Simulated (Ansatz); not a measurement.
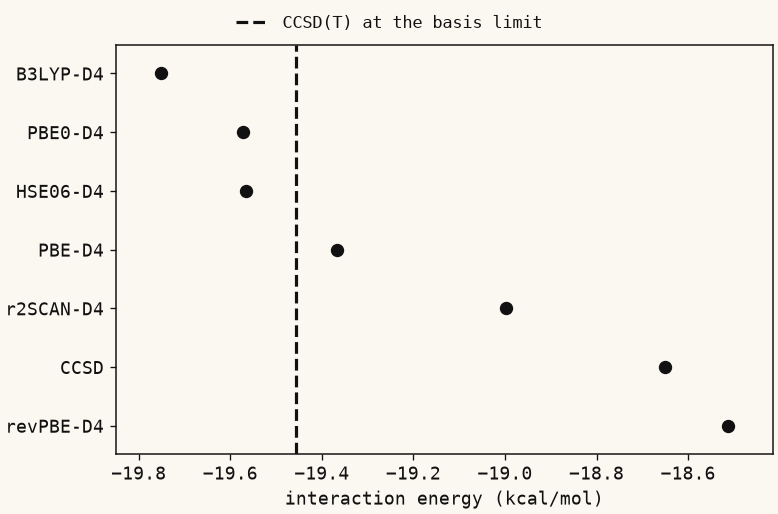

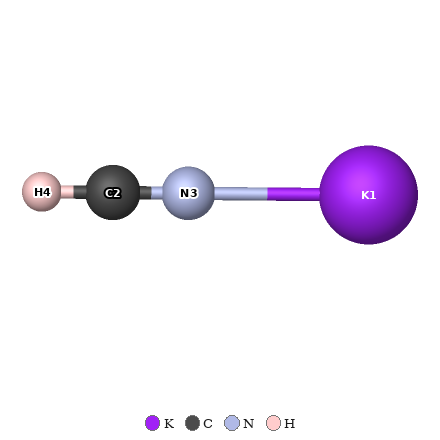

Counterpoise interaction energy of the pair K⁺ and CHN at one optimised PBE0-D4 geometry, drawn, with the closest contact K1···N3 2.72 Å (H···H pairs aside; other arrangements can bind more strongly; the cost of deforming the partners isn't counted), def2-TZVPPD, the Ansatz code 0.2.0; cores frozen in correlated methods. The outer core of Li, Na, Mg and K is correlated. The line takes HF and MP2 limits from def2-TZVPPD and QZVPPD, and the coupled-cluster step in TZVPPD. The distance of CCSD to the limit includes basis error.

Which level comes closest to the line (CCSD(T) at the basis limit), and which misses most?

Answer. Closest PBE-D4 (−19.37 kcal/mol), against −19.46 kcal/mol; farthest revPBE-D4 (−18.51 kcal/mol).

Give the values.

Answer.
```tsv
level	kcal/mol	less CCSD(T) at the basis limit
B3LYP-D4	−19.75	−0.30
PBE0-D4	−19.57	−0.12
HSE06-D4	−19.56	−0.11
PBE-D4	−19.37	0.09
r2SCAN-D4	−19.00	0.46
CCSD	−18.65	0.80
revPBE-D4	−18.51	0.94
CCSD(T) at the basis limit	−19.46	0.00
```
